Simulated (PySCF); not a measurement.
```csv
atom,x (Å),y (Å),z (Å)
O,1.2473,0.5081,0.2342
B,0.0144,-0.0189,-0.0154
O,-1.0285,0.8040,-0.3257
O,-0.1778,-1.3682,0.0476
H,1.8887,-0.1776,0.4422
H,-0.7584,1.7270,-0.3332
H,-1.0901,-1.6012,-0.1484
```

Geometry: PBE0-D3(BJ)/def2-SVP.

Computed with PySCF 2.14.0, PBE0/pcSseg-2, SCF density, gas phase, non-relativistic.

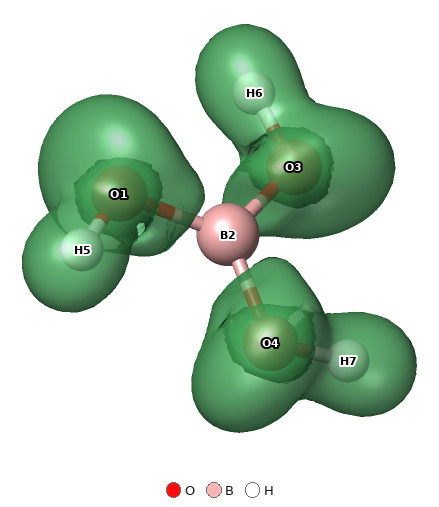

BH3O3 (SMILES OB(O)O). Isosurface of the electron localisation function at 0.75 (green), seen at a tilt. Core shells and regions of very low density are left out.

Q: Where are the electrons localised?

A: The ELF exceeds this value in three joined regions spread over several atoms (H, O), in which their bonds and any lone pairs are merged. Profiles from the grid: B–O (1.36 Å): the ELF peaks at about 0.90 between the atoms (a short, strongly polar bond). O–H (0.96 Å): the ELF climbs to about 1 towards the hydrogen, as it does in any bond to H; a covalent bond by its length.
